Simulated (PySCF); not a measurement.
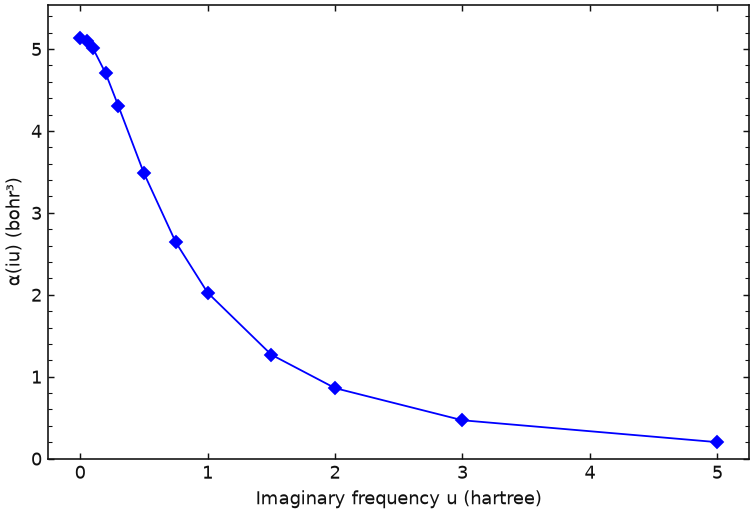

Dipole polarisability at imaginary frequency of an atom or ion with 8 electrons in the configuration [He] 2s² 2p⁴. Coupled response at the PBE0 level; PySCF, aug-cc-pCVTZ-DK, spin-free X2C-1e, unrestricted single determinants, no spin-orbit coupling.

Which species is it, and what does the curve give?

The O atom. The static dipole polarisability is 5.13 bohr³ (the recommended value is 5.30); α(iu) falls to half of it near u = 0.78 hartree. The Casimir–Polder integral gives C₆ = 15.5 hartree bohr⁶ for two such species.
